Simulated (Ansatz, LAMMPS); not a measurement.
## Aqueous Cs+ and OH-, 1.9 mol of salt per kg of water, from a frame at 300 K (93 atoms): geometry optimisation

Aim: bring aqueous Cs+ and OH-, 1.9 mol of salt per kg of water, from a frame at 300 K (93 atoms) to a nearby minimum of the energy and see what moves.

Method: Kohn-Sham DFT, PBE+D4, PAW (set soft_2), plane waves, in Ansatz 0.2.0.

**1. The starting structure**

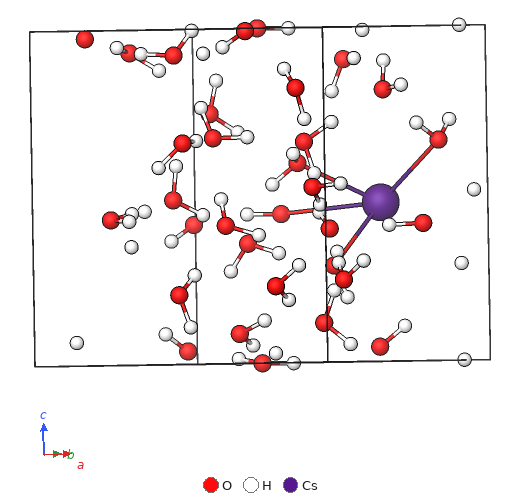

Start, viewed slightly off an axis; oxygen red, hydrogen white, caesium purple. Bonds to atoms that aren't drawn are left out. Some periodic images of atoms are drawn too.

The cell holds 93 atoms: 31 O, 61 H and 1 Cs. Cell: a = 9.768 Å, b = 9.768 Å, c = 9.768 Å, α = 90.0°, β = 90.0°, γ = 90.0°. 30 H2O, 1 Cs+, 1 OH- placed at random, at 1.23 g/cm³; overlaps pushed apart, then 10 ps at 420 K with Joung-Cheatham ions (J. Phys. Chem. B 112, 9020 (2008)); MMFF94 bonds, angles, torsions, charges and radii (Halgren, J. Comput. Chem. 17, 490 (1996)) in harmonic and 12-6 forms; SPC/E water (Berendsen, Grigera and Straatsma, J. Phys. Chem. 91, 6269 (1987)). Snapshot after 20 ps at 300 K and fixed volume.

What the set-up can't give: The network of contacts between molecules at the start is that of the classical potential that made the cell. The density was typed from a rule of thumb and may lie off the real one at this temperature. Only the Γ point is sampled, in a cell whose shortest periodic width is 10 Å. No spin–orbit coupling is included, so levels derived from the heavy atoms are approximate.

**2. How the cell was made**

A classical potential supplies the starting structure, since it reaches far longer times than DFT.

This step: classical MD, Joung-Cheatham ions (J. Phys. Chem. B 112, 9020 (2008)); MMFF94 bonds, angles, torsions, charges and radii (Halgren, J. Comput. Chem. 17, 490 (1996)) in harmonic and 12-6 forms; SPC/E water (Berendsen, Grigera and Straatsma, J. Phys. Chem. 91, 6269 (1987)) (LAMMPS 22 Jul 2025 - Update 4).

File in.lmp:

```
# aqueous Cs+ and OH-, 1.9 mol of salt per kg of water
units real
atom_style full
boundary p p p
bond_style harmonic
angle_style harmonic
dihedral_style opls
improper_style harmonic
special_bonds lj 0 0 0.5 coul 0 0 0.75
read_data data.lmp
neigh_modify delay 0 every 1 check yes one 4000
comm_modify cutoff 12.0
timestep 0.5
thermo_style custom step time temp pe press density
thermo_modify norm yes
# push overlapping molecules apart
pair_style soft 2.6
pair_coeff * * 0.0
variable a equal ramp(1,60)
fix ad all adapt 1 pair soft a * * v_a
velocity all create 420 160472 mom yes dist gaussian
fix lim all nve/limit 0.03
fix lan all langevin 420 420 50 160473 zero yes
thermo 1000
run 3000 post no
unfix ad
pair_style lj/cut/coul/long 8.8
pair_modify mix arithmetic tail yes
pair_coeff 1 1 0.1553 3.1660   # O
pair_coeff 2 2 0.0000 1.0000   # H
pair_coeff 3 3 0.0763 3.6820   # O
pair_coeff 4 4 0.0100 1.2000   # H
pair_coeff 5 5 0.0899 3.6010   # Cs
kspace_style pppm 1.0e-4
# [... 18 lines left out ...]
compute msd all msd com yes
thermo 5000
fix md all nvt temp 300 300 100
run 20000 post no
print "== T300: mean square displacement over the hold $(c_msd[4]:%.2f) A^2"
unfix md
uncompute msd
write_dump all custom T300.dump id type xs ys zs modify sort id
```

Launch:

```bash
> lmp -in in.lmp -log none -nocite
```

Numbers of over 12 decimals in the logs are rounded to 6 here.

The program printed:

```text
LAMMPS (22 Jul 2025 - Update 4)
Reading data file ...
  orthogonal box = (0 0 0) to (9.76803 9.76803 9.76803)
  93 atoms
  orthogonal box = (0 0 0) to (9.76803 9.76803 9.76803)
  61 bonds
  30 angles
   Step          Time           Temp          PotEng         Press         Density
         0   0              420            0.23378221     9623.2467      1.2300005
      1000   500            419.37386      0.97014829     41143.655      1.2300005
      2000   1000           454.97206      0.75638283     39756.47       1.2300005
      3000   1500           461.73548      0.82138136     45364.738      1.2300005
Loop time of 0.134124 s on 1 MPI rank(s) for 3000 steps with 93 atoms
PPPM initialization ...
  G vector (1/distance) = 0.33047615
  grid = 8 8 8
  estimated relative force accuracy = 2.3773477e-05
   Step          Time           Temp          PotEng         Press         Density
      3000   1500           461.73548     -0.78221181     33009.463      1.2300005
[... 13 lines left out ...]
      2000   1000           424.48129     -4.9005233     -15723.994      1.2300005
Loop time of 0.704216 s on 1 MPI rank(s) for 2000 steps with 93 atoms
   Step          Time           Temp          PotEng         Press         Density
      2000   1000           629.87546     -5.4881241      29654.443      1.2300005
[... 5 lines left out ...]
Loop time of 3.26679 s on 1 MPI rank(s) for 10000 steps with 93 atoms
   Step          Time           Temp          PotEng         Press         Density
[... 4 lines left out ...]
Loop time of 1.60168 s on 1 MPI rank(s) for 5000 steps with 93 atoms
   Step          Time           Temp          PotEng         Press         Density
[... 2 lines left out ...]
     25000   24000          308.27813     -5.6810171      89.892684      1.2300005
     30000   29000          282.85039     -5.6415347      343.97544      1.2300005
     35000   34000          332.75986     -5.61294        4447.7457      1.2300005
     37000   36000          269.22605     -5.6887565     -3115.912       1.2300005
Loop time of 6.32878 s on 1 MPI rank(s) for 20000 steps with 93 atoms
== T300: mean square displacement over the hold 25.92 A^2
```

Wall time 13 s (1 thread of Intel Xeon Platinum 8488C (Sapphire Rapids), shared host); peak memory 0.12 GiB.

The input also reads data.lmp (atoms, bonds and types; not printed here).

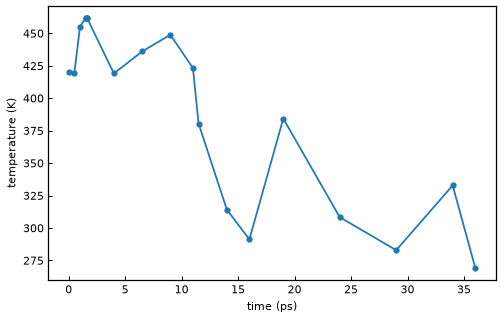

Temperature against time.

**3. Single point at the start**

A single point comes first, to see the forces before anything moves.

File input.yaml:

```yaml
crystal:
  lattice:
    - [9.76803, 0.0, 0.0]
    - [0.0, 9.76803, 0.0]
    - [0.0, 0.0, 9.76803]
  atoms:
    - { symbol: O, position: [0.03346, 0.5521, 0.9318] }
    - { symbol: H, position: [0.04635, 0.45192, 0.94849] }
    - { symbol: H, position: [0.11304, 0.58835, 0.87857] }
    - { symbol: O, position: [0.47911, 0.32421, 0.41198] }
    - { symbol: H, position: [0.43705, 0.37376, 0.49108] }
    - { symbol: H, position: [0.56408, 0.37306, 0.38241] }
    - { symbol: O, position: [0.7217, 0.48276, 0.1175] }
    - { symbol: H, position: [0.7564, 0.48628, 0.21375] }
    - { symbol: H, position: [0.79744, 0.50694, 0.05301] }
    - { symbol: O, position: [0.63974, 0.52387, 0.65909] }
    - { symbol: H, position: [0.67823, 0.51449, 0.56469] }
    - { symbol: H, position: [0.70411, 0.5786, 0.7169] }
    - { symbol: O, position: [0.52075, 0.98734, 0.90431] }
    - { symbol: H, position: [0.48256, 0.98226, 0.80946] }
    - { symbol: H, position: [0.54423, 0.08449, 0.92647] }
    - { symbol: O, position: [0.97326, 0.64836, 0.411] }
    - { symbol: H, position: [0.05, 0.59976, 0.45821] }
    - { symbol: H, position: [0.89123, 0.5872, 0.4074] }
    - { symbol: O, position: [0.06893, 0.81897, 0.03945] }
    - { symbol: H, position: [0.98645, 0.86575, 0.00087] }
    - { symbol: H, position: [0.03977, 0.73568, 0.09135] }
    - { symbol: O, position: [0.13006, 0.24711, 0.43394] }
    - { symbol: H, position: [0.14664, 0.34665, 0.45121] }
    - { symbol: H, position: [0.21973, 0.19799, 0.42873] }
    - { symbol: O, position: [0.34207, 0.78374, 0.00033] }
    - { symbol: H, position: [0.40285, 0.86611, 0.99927] }
    - { symbol: H, position: [0.24501, 0.81314, 0.01432] }
    - { symbol: O, position: [0.0344, 0.27729, 0.97571] }
    - { symbol: H, position: [0.97978, 0.22583, 0.90608] }
    - { symbol: H, position: [0.00687, 0.2473, 0.06964] }
    - { symbol: O, position: [0.82356, 0.00597, 0.22874] }
    - { symbol: H, position: [0.81566, 0.09926, 0.1873] }
    - { symbol: H, position: [0.90548, 0.00269, 0.29005] }
    - { symbol: O, position: [0.72076, 0.82606, 0.044] }
    - { symbol: H, position: [0.77004, 0.89189, 0.10498] }
    - { symbol: H, position: [0.64931, 0.87612, 0.99043] }
    - { symbol: O, position: [0.81925, 0.69056, 0.81206] }
    - { symbol: H, position: [0.90835, 0.64182, 0.82491] }
    - { symbol: H, position: [0.79484, 0.74031, 0.89814] }
    - { symbol: O, position: [0.42466, 0.12952, 0.20688] }
    - { symbol: H, position: [0.44934, 0.15314, 0.11038] }
    - { symbol: H, position: [0.43209, 0.21315, 0.26545] }
    - { symbol: O, position: [0.90502, 0.27811, 0.24556] }
    - { symbol: H, position: [0.98742, 0.25326, 0.30101] }
    - { symbol: H, position: [0.84951, 0.34763, 0.29621] }
    - { symbol: O, position: [0.47768, 0.77363, 0.59628] }
    - { symbol: H, position: [0.51447, 0.68207, 0.62354] }
    - { symbol: H, position: [0.39796, 0.761, 0.5333] }
    - { symbol: O, position: [0.34302, 0.70443, 0.35783] }
    - { symbol: H, position: [0.43999, 0.71837, 0.32813] }
    - { symbol: H, position: [0.28155, 0.70704, 0.276] }
    - { symbol: O, position: [0.03673, 0.92538, 0.41689] }
    - { symbol: H, position: [0.00606, 0.84046, 0.36864] }
    - { symbol: H, position: [0.99226, 0.93026, 0.50897] }
    - { symbol: O, position: [0.84374, 0.20411, 0.52371] }
    - { symbol: H, position: [0.82165, 0.28886, 0.4707] }
    - { symbol: H, position: [0.94533, 0.19478, 0.53235] }
    - { symbol: O, position: [0.40288, 0.39148, 0.67392] }
    - { symbol: H, position: [0.49455, 0.43702, 0.67556] }
    - { symbol: H, position: [0.35734, 0.40316, 0.76486] }
    - { symbol: O, position: [0.8874, 0.90527, 0.65933] }
    - { symbol: H, position: [0.85953, 0.82141, 0.71102] }
    - { symbol: H, position: [0.87957, 0.98712, 0.72033] }
    - { symbol: O, position: [0.596, 0.25113, 0.99198] }
    - { symbol: H, position: [0.63559, 0.33806, 0.0288] }
    - { symbol: H, position: [0.5072, 0.2712, 0.94517] }
    - { symbol: O, position: [0.30158, 0.986, 0.44508] }
    - { symbol: H, position: [0.2065, 0.94803, 0.44548] }
    - { symbol: H, position: [0.32282, 0.02383, 0.35236] }
    - { symbol: O, position: [0.81679, 0.15865, 0.82009] }
    - { symbol: H, position: [0.82179, 0.20039, 0.72675] }
    - { symbol: H, position: [0.74982, 0.21086, 0.87728] }
    - { symbol: O, position: [0.23241, 0.68056, 0.74644] }
    - { symbol: H, position: [0.2436, 0.70311, 0.84567] }
    - { symbol: H, position: [0.29403, 0.74036, 0.6907] }
    - { symbol: O, position: [0.19826, 0.50918, 0.49082] }
    - { symbol: H, position: [0.20222, 0.52285, 0.5922] }
    - { symbol: H, position: [0.26364, 0.57336, 0.44516] }
    [... 9 atom lines left out ...]
    - { symbol: O, position: [0.40363, 0.53542, 0.08885] }
    - { symbol: H, position: [0.39566, 0.63124, 0.0537] }
    - { symbol: H, position: [0.49734, 0.5209, 0.12743] }
    - { symbol: O, position: [0.7503, 0.47469, 0.39854] }
    - { symbol: H, position: [0.68194, 0.53596, 0.44795] }
    - { symbol: Cs, position: [0.64629, 0.97841, 0.47508] }
kpoints:
  mp_grid: { grid: [1, 1, 1] }
hamiltonian:
  xc: pbe
  dispersion: d4
scf:
  occupations: { method: fixed }
output:
  forces: true
  stress: true
  populations: true
  dos:
    method: { smearing: { sigma: 0.08 } }
    de: 0.1
    projected: { site_lists: { Cs: [Cs], H: [H], O: [O] } }
  eigenvalues: true
```

Launch:

```bash
> ansatz run input.yaml --threads 4 --pin off --max-ram 8192MiB --backend cpu --events-out ev --progress --plain --runs-dir out
```

The program printed:

```text
Engine: ansatz 0.2.0, x86_64-unknown-linux-gnu
Pseudopotentials: kind: paw
Pseudopotential: O, paw, valence charge 6, recommended cutoff 420 eV (normal), O.paw.azcp
Pseudopotential: H, paw, valence charge 1, recommended cutoff 420 eV (normal), H.paw.azcp
Pseudopotential: Cs, paw, valence charge 9, recommended cutoff 420 eV (normal), Cs.paw.azcp
Functional definition: PBE
  parameter kappa = 0.804
  parameter beta = 0.066725
  exchange = pbe_x(kappa = kappa, mu = beta*pi^2/3)
  correlation = pbe_c(beta = beta)
Crystal: 93 atoms, lattice volume = 932.011 Å³
Basis set: ecut = 420 eV, 18277 PW (Γ), exchange–correlation on 144×144×144 points (8 copies of the dense FFT grid, shifted against one another)
Bands: 221, of which v1, the nominal top of the filled ones, is band 128 counted from 1 (127 counted from 0)
Symmetry: 1 space group operations
Space group: P1 (ITA 1), of the structure as read, at distance tolerance 9.8e-5 Å
k-points: 1
Non-local potential: O, projectors of the file, l = 0: 2, l = 1: 2, l = 2: 1
Non-local potential: H, projectors of the file, l = 0: 2, l = 1: 1
Non-local potential: Cs, projectors of the file, l = 0: 3, l = 1: 2, l = 2: 2, l = 3: 2
PAW form: soft (Blöchl's): semilocal exchange-correlation on the pseudo side does not see the compensation charge
PAW one-centre angular grid: O, 110 points (default); XC on 64 Gauss nodes
PAW one-centre angular grid: H, 110 points (default); XC on 64 Gauss nodes
PAW one-centre angular grid: Cs, 194 points (default); XC on 64 Gauss nodes
Initial density: superposition of atomic densities (neutral atoms: chi_scale 0, normalization atom), corrected by the library's trained network
Initial wavefunctions: pseudopotential atomic-orbital guess
Functional: x = pbe(κ = 0.804, μ = 0.219515), c = pbe(β = 0.066725)
SCF iter   1: F=—  HF=-24245.579690 eV  |F-HF|=—  |Δ(HF+E_count)|=         —  Δρ=3.56e-3  dr2=1.51e-1  ethr=1.77e-3  ⟨swp⟩=5.0  Hψ=793  notcnv=0  defer=91
preconditioner: auto → Resta (q_TF=auto, 2.200 Å⁻¹)  ε∞=2.2  [insulator: Δε(μ)=4.169 eV  Ē_g=17.617 eV  n_scr=170 (ndim 8)  ℏωp=19.5 eV  f_vac=0.257  ε∞_Penn≈2.2]
SCF iter   2: F=—  HF=-24245.515891 eV  |F-HF|=—  |Δ(HF+E_count)|=   6.38e-2  Δρ=1.88e-3  dr2=3.17e-2  ethr=5.89e-5  ⟨swp⟩=2.0  Hψ=352  notcnv=0  defer=91
SCF iter   3: F=—  HF=-24245.495918 eV  |F-HF|=—  |Δ(HF+E_count)|=   2.00e-2  Δρ=7.28e-4  dr2=8.61e-3  ethr=1.24e-5  ⟨swp⟩=2.0  Hψ=263  notcnv=0  defer=91
SCF iter   4: F=—  HF=-24245.492423 eV  |F-HF|=—  |Δ(HF+E_count)|=   3.49e-3  Δρ=2.53e-4  dr2=6.23e-4  ethr=3.36e-6  ⟨swp⟩=3.0  Hψ=267  notcnv=0  defer=91
SCF iter   5: F=—  HF=-24245.492433 eV  |F-HF|=—  |Δ(HF+E_count)|=   1.03e-5  Δρ=1.92e-4  dr2=2.84e-4  ethr=2.43e-7  ⟨swp⟩=3.0  Hψ=237  notcnv=0  defer=91
SCF iter   6: F=—  HF=-24245.492411 eV  |F-HF|=—  |Δ(HF+E_count)|=   2.23e-5  Δρ=4.00e-5  dr2=1.29e-5  ethr=1.11e-7  ⟨swp⟩=3.0  Hψ=234  notcnv=0  defer=89
SCF iter   7: F=—  HF=-24245.493288 eV  |F-HF|=—  |Δ(HF+E_count)|=   8.77e-4  Δρ=2.01e-5  dr2=2.81e-6  ethr=5.03e-9  ⟨swp⟩=2.0  Hψ=348  notcnv=0  defer=86
SCF iter   8: F=—  HF=-24245.493288 eV  |F-HF|=—  |Δ(HF+E_count)|=   1.30e-8  Δρ=4.90e-6  dr2=1.85e-7  ethr=1.10e-9  ⟨swp⟩=3.0  Hψ=264  notcnv=0  defer=86
SCF iter   9: F=-24245.493288 eV  HF=-24245.493288 eV  |F-HF|=4.29e-10  |Δ(HF+E_count)|=   6.35e-8  Δρ=1.48e-6  dr2=1.93e-8  ethr=3.91e-11  ⟨swp⟩=18.0  Hψ=1653  notcnv=0
SCF 1 converged in 9 iterations: F = -24245.493288 eV  dr2 = 1.93e-8
  greatest PAW one-centre occupation: 0.926 electrons in one spin orbital (limit 2), on the Cs atom at site 92 (counted from 0), in its partial waves of l = 0
SCF converged after 9 iterations
Free energy (F): -24245.493288 eV
Harris-Foulkes:  -24245.493288 eV  (|F-HF|=4.29e-10)
Internal energy: -24245.493288 eV  (E = F + TS)
E sigma→0 (E₀):  -24245.493288 eV
Fermi energy:    -1.862856 eV
--- Per-component energies (eV) ---
  E_band       = -2342.211305
  E_kinetic    = 6391.484859
  E_local      = -19669.704915  (includes V_loc(G=0)·N_el)
  E_nonlocal   = 1623.475218
  E_hartree    = 7106.533350
  E_xc         = -2982.023422
  E_vxc        = -3714.792040  (∫ρ·V_xc dr)
  E_paw        = -10014.904647  (= ΣΔE_a)
  E_vpaw       = -1185.752407  (= ΣTr[D̂ρ^β])
  E_aug_tail   = 0.006265  (compensation charges beyond the density's cutoff)
  E_ewald      = -6697.327315
  E_disp       = -3.032681  (pairwise vdW)
  E_smearing   = -0.000000  (= −TS)
  E_closure    = 0.000000  (closes the sum)
  Σ components = -24245.493288   (vs F -24245.493288, Δ=0.00e0)
--- Forces (eV/Å), atoms counted from 1 ---
  atom   1  O      0.71497344     0.24566328    -0.45559684
  atom   2  H     -0.08861990     0.34843112    -0.22619337
  atom   3  H     -0.98556882    -0.85258620     0.51941980
  atom   4  O      0.41578223     0.55193171    -0.17145558
  atom   5  H      0.30742508    -0.45779825    -0.71579989
  atom   6  H     -0.69894561    -0.29552030     0.57569497
  atom   7  O      0.66248723     0.11239481    -0.99592111
  atom   8  H     -0.29224997     0.05005524    -0.38071557
  atom   9  H     -0.78924518    -0.21229367     1.04840995
  atom  10  O      0.05625837     0.52357278    -0.05280443
  atom  11  H      0.42351274    -0.53360283     2.03973407
  atom  12  H     -0.07856208    -0.12547372    -0.28994412
  atom  13  O     -0.01397321    -0.07356710     0.33169188
  atom  14  H      0.45517546     0.84175733     0.60381710
[...]
atom  92  H      1.10062316    -0.97905332    -2.12748080
  atom  93  Cs     0.06247611     0.14586134    -0.32182623
  max |Σ_I F_I| component: 2.99e-5 eV/Å
--- Stress (GPa, compression-positive) ---
       -2.566816       0.343697      -0.347761
        0.343697      -1.345264      -0.170697
       -0.347761      -0.170697      -2.327606
  P = ⅓ Tr σ = -2.0799 GPa (-20.799 kbar)
--- Band table (eV) ---
  k-point 0: bands = ["-21.3048", "-21.2046", "-21.1356", "-21.0577", [... 205 levels ...], "10.8802", "10.9277", "11.0215", "11.0615", "11.1531", "11.2557", "11.2880", "11.3065", "11.3911", "11.4160", "11.4845", "11.6310"]
--- Löwdin populations: 93 sites ---
  site symbol       q [e]
     0      O      6.7024
     1      H      0.6158
     2      H      0.6157
[...]
92     Cs      8.1117
  spilling = 0.010616 (of n_electrons = 256.000000)
```

It took 6.5 s on 4 threads of Intel Xeon Platinum 8488C (Sapphire Rapids), shared host; peak memory 1.1 GiB; 20 s of CPU time.

In the SCF lines HF is the Harris–Foulkes energy and dr2 the Hartree energy of the density residual, in eV; the loop may stop once dr2 is under the threshold and the program's other checks hold. Hψ counts applications of the Hamiltonian.

Read from the output:

| Item | Value |
| --- | --- |
| free energy | -24245.4933 eV |
| free energy per atom | -260.7042 eV/atom |
| SCF cycles | 9 |
| pressure | -2.08 GPa |
| r.m.s. force component | 0.5498 eV/Å |
| longest force | 2.588 eV/Å |
| Fermi energy | -1.863 eV |
| gap (highest filled to lowest empty level) | 4.144 eV |
| spilling of the projection | 0.01062 |

The r.m.s. force component of 0.55 eV/Å and the pressure of -2.1 GPa set the starting point.

Length of the force by element:

```csv
element,coordination,atoms,mean length of the force (eV/Å),spread,least,most
Cs,all,1,0.359,0,0.359,0.359
H,all,61,0.942,0.438,0.326,2.59
O,all,31,0.689,0.343,0.252,1.61
```

(Continued in part 2 of 3.)

[Logs are printed without paths, hosts, clocks, repeated set-up lines and the standing remarks that a program may print on its own settings, such as how far it seeks lower states.]

[Hosts, paths, dates, database ids (printed as entryN), source tags and the programs' standing remarks are cut or masked in the printed files.]

[The MMFF94 radii named for the starting cell were scaled by 0.96; in molecules described by MMFF94, hydrogen bound to N, O or S took a small fixed 12-6 site in their place.]
